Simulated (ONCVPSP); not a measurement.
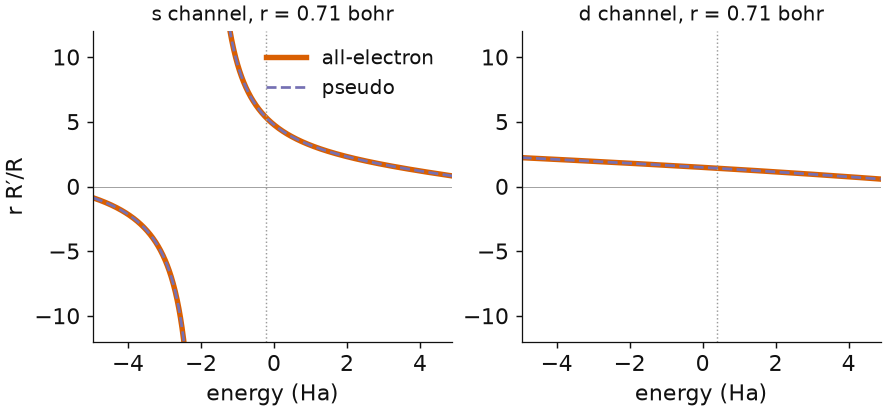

Logarithmic derivatives r R′/R at the test radius against energy, all-electron atom (solid) and pseudo-atom (dashed). Here R(r) is the radial function. The dotted line marks the reference energy of the channel.

```json
{
 "Element": "Be",
 "Generator": "ONCVPSP 4.0.1",
 "Type": "optimised norm-conserving Vanderbilt (ONCV)",
 "Functional": "LDA (Perdew-Zunger)",
 "Relativity": "scalar-relativistic",
 "Frozen core": "none",
 "Valence charge": "4",
 "Reference configuration": "1s2 2s2",
 "Partial waves": "1s+2s: rc 0.70 bohr, ncon 4, nbas 7, qcut 14.1 1/bohr, 3 projectors, debl 3.2 Ha; p scattering state at 0.44 Ha: rc 0.65 bohr, ncon 4, nbas 8, qcut 11 1/bohr, 3 projectors, debl 2.4 Ha; d scattering state at 0.39 Ha: rc 0.70 bohr, ncon 4, nbas 9, qcut 11.6 1/bohr, 2 projectors, debl 2.1 Ha",
 "Local potential": "polynomial inside 0.65 bohr (lpopt 5, dvloc0 0 Ha)",
 "Core correction": "none"
}
```

Where do the curves cross zero?

Answer. s: all-electron nowhere, pseudo nowhere; d: all-electron nowhere, pseudo nowhere.

List the energies at which the logarithmic derivative diverges.

Answer. s: all-electron at -1.9 Ha, pseudo at -1.9 Ha; d: all-electron at no energy in the range, pseudo at no energy in the range.
